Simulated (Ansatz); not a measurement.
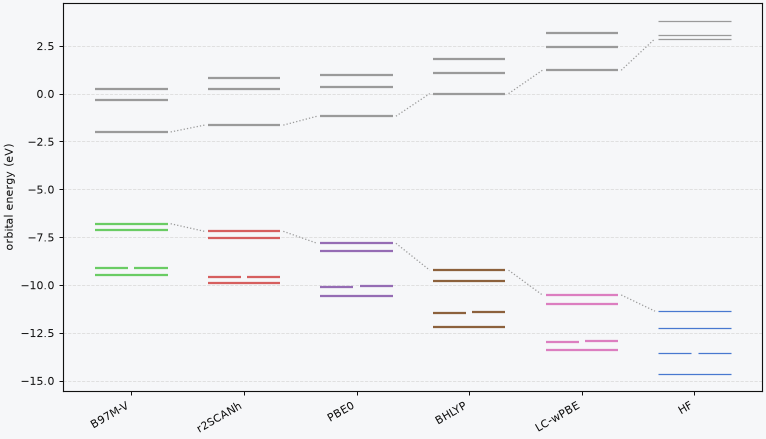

Frontier orbital energies of C₂H₆O₂Si, SMILES O=C[C@@H](O)[SiH3] at one geometry, def2-TZVPP, the Ansatz code, at a PBE0-D4/def2-TZVP geometry (a minimum by its frequencies). Empty levels are grey, levels within 0.1 eV stand side by side; all columns show the same few orbitals around the gap. Dotted lines join the HOMOs and the LUMOs.

> How do the frontier levels move from column to column?

The separation grows from 4.80 eV (B97M-V) to 14.24 eV (HF).

```
  level  HOMO (eV)  LUMO (eV)  separation (eV)
 B97M-V      −6.80      −2.00             4.80
r2SCANh      −7.20      −1.65             5.55
   PBE0      −7.82      −1.18             6.64
  BHLYP      −9.23       0.00             9.23
LC-wPBE     −10.52       1.22            11.74
     HF     −11.37       2.87            14.24
```

Limits of at least one run: empty levels above zero depend strongly on the basis; one conformer of a flexible molecule.
